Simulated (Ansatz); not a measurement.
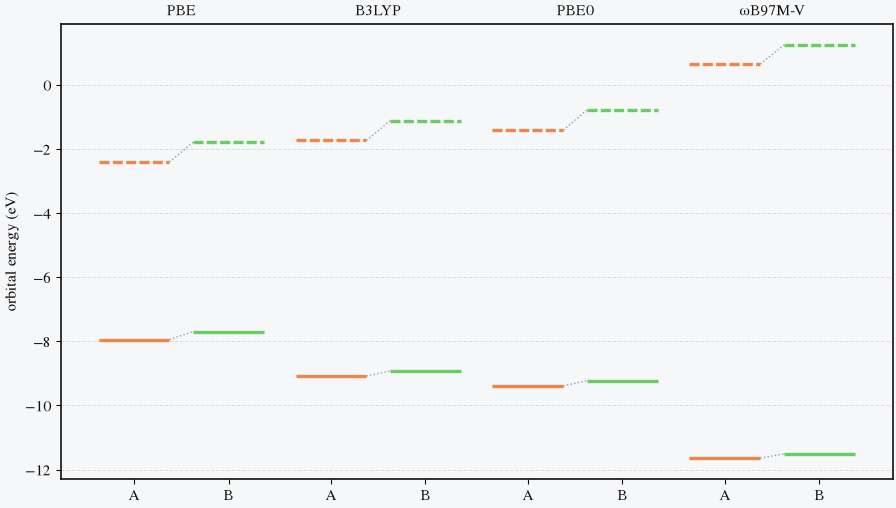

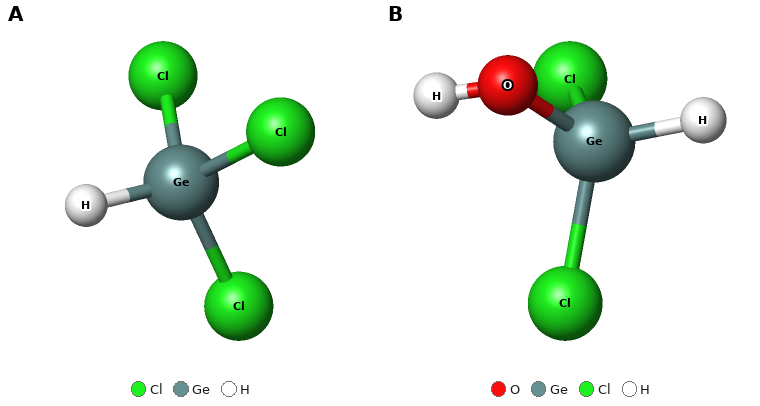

One change: A, GeHCl₃ (SMILES [Cl][GeH]([Cl])[Cl]), becomes B, GeH₂OCl₂ (SMILES [OH][GeH]([Cl])[Cl]). Cl on Ge is replaced by OH. HOMO (solid) and LUMO (dashed) computed in def2-TZVPP at PBE0-D4/def2-TZVP geometries, both minima by their frequencies, gas phase, the Ansatz code 0.2.0. Empty levels above zero depend strongly on the basis.

What does the change do to HOMO and LUMO?

PBE: the HOMO rises by 0.25 eV, the LUMO rises by 0.61 eV, and the separation goes from 5.54 to 5.90 eV. B3LYP: the HOMO rises by 0.16 eV, the LUMO rises by 0.61 eV, and the separation goes from 7.35 to 7.80 eV. PBE0: the HOMO rises by 0.16 eV, the LUMO rises by 0.63 eV, and the separation goes from 7.98 to 8.44 eV. ωB97M-V: the HOMO rises by 0.13 eV, the LUMO rises by 0.60 eV, and the separation goes from 12.29 to 12.75 eV.

Do the functionals agree on the effect?

They agree on the direction for both levels; the HOMO shift lies between 0.13 and 0.25 eV and the LUMO shift between 0.60 and 0.63 eV, while the separations themselves differ by up to 6.9 eV between functionals.
